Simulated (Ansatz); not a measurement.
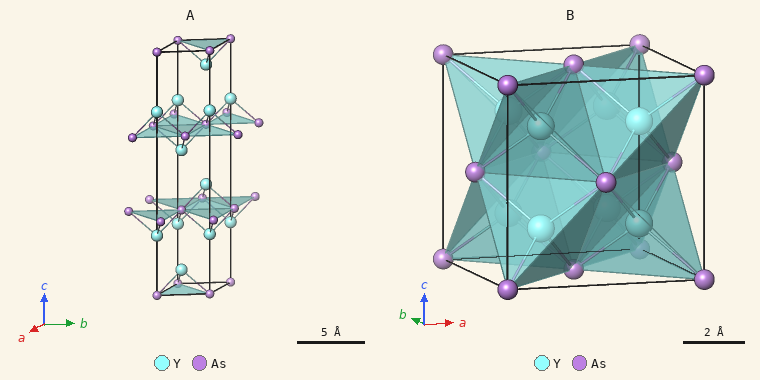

Two structures of Y2As, each relaxed to rest (conventional cells in solid outline, small ones repeated, not to one scale). Method: Ansatz, DFT PBE, scalar-relativistic, plane waves, PAW, without spin polarisation.

### Describe A and B.

A: 9 atoms a cell on a rhombohedral (trigonal R) lattice, R-3m. B: antifluorite, Fm-3m.

### Which has the lower energy, and by how much?

A is lower, by 154 meV/atom at this level of theory (energies at zero smearing). Volumes: A 29.0, B 26.5 Å³/atom.

One or both may be structure types tried for this composition rather than known phases.
